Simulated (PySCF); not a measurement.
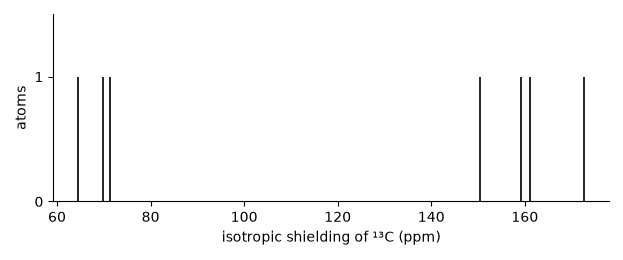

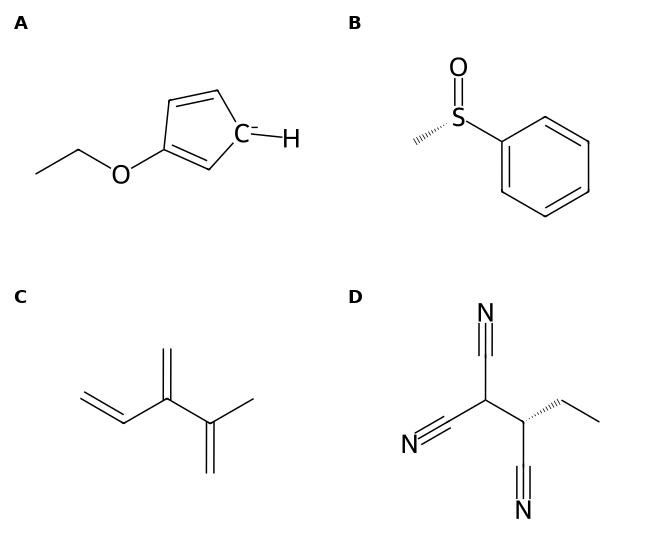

The sticks are computed shieldings of one of the molecules, for one fixed geometry (GFN2-xTB) without averaging over rotations. Low shielding means a high chemical shift. Method: GIAO PBE0/pcSseg-1 NMR shielding, non-relativistic, gas phase (PySCF 2.14.0).

### Match the spectrum to a structure.

D, `CC[C@H](C#N)C(C#N)C#N`. Its 7 C atoms give lines at 64.6, 69.9, 71.3, 150.5, 159.2, 161.2, 172.6 ppm.
